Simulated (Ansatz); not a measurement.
Input

```
crystal:
  periodic: [false, false, false]
  atoms:
    - {symbol: Br, position_ang: [0.972313, 2.763049, 0.094559]}
    - {symbol: Cl, position_ang: [-2.143178, 1.540777, 2.115765]}
    - {symbol: Cl, position_ang: [-1.811977, 0.550957, -1.530286]}
    - {symbol: Cl, position_ang: [-2.619602, 4.139404, -0.605134]}
    - {symbol: Zr, position_ang: [-1.440973, 2.239814, 0.017367]}
basis:
  gaussian:
    orbitals: def2-TZVPD
total_charge: 0
hamiltonian:
  xc: {name: PBE0}
output: {forces: true, orbitals: {seedname: orbitals}}
```

Launched as:

```sh
ansatz run input.yaml --threads 2 --pin off --max-ram 5220MiB --events-out events.jsonl --progress --plain --runs-dir runs
```

Geometry: PBE0-D4/def2-SVP; core potentials replace the inner electrons of Zr.

Method: isolated molecule in a Gaussian basis; Kohn-Sham density functional theory, functional PBE0 (Ansatz 0.2.0).

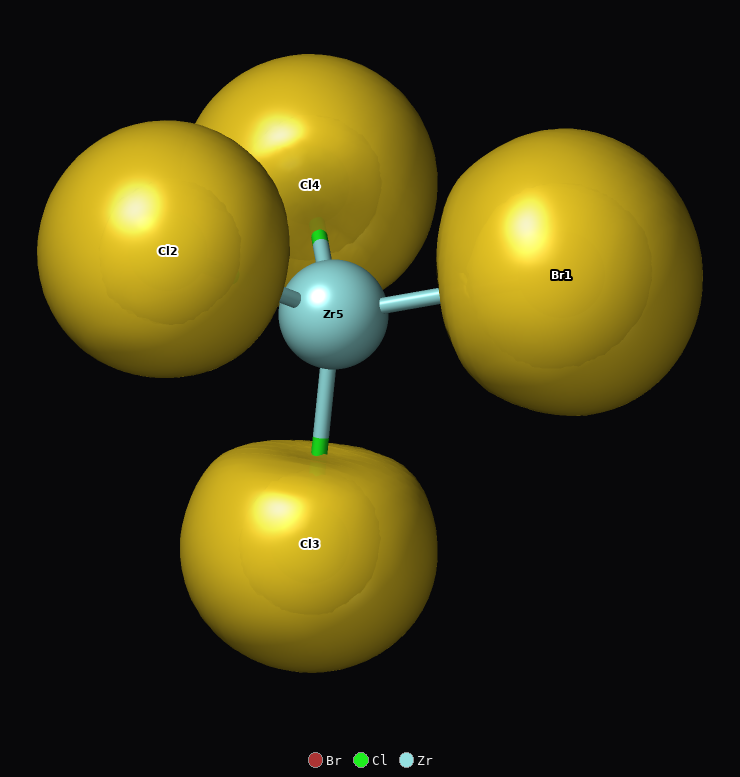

BrCl3Zr (SMILES [Cl][Zr]([Cl])([Cl])[Br]). Isosurface of the electron localisation function at 0.75 (yellow), seen at a tilt. Only the valence region is drawn (cores and ρ < 0.01 e/Å³ removed).

> What do the ELF domains correspond to?

The ELF exceeds this value in one region wrapped around Br (its valence shell) and three regions wrapped around Cl (the valence shell of each).

Values along the shortest contacts:
Zr–Cl (2.32 Å): the ELF peaks at about 0.85 in the valence shell of Cl, 0.8 Å from its nucleus, and is about 0.40 at the midpoint. Zr–Br (2.47 Å): the ELF peaks at about 0.75 in the valence shell of Br, 1.0 Å from its nucleus, and is about 0.45 at the midpoint.
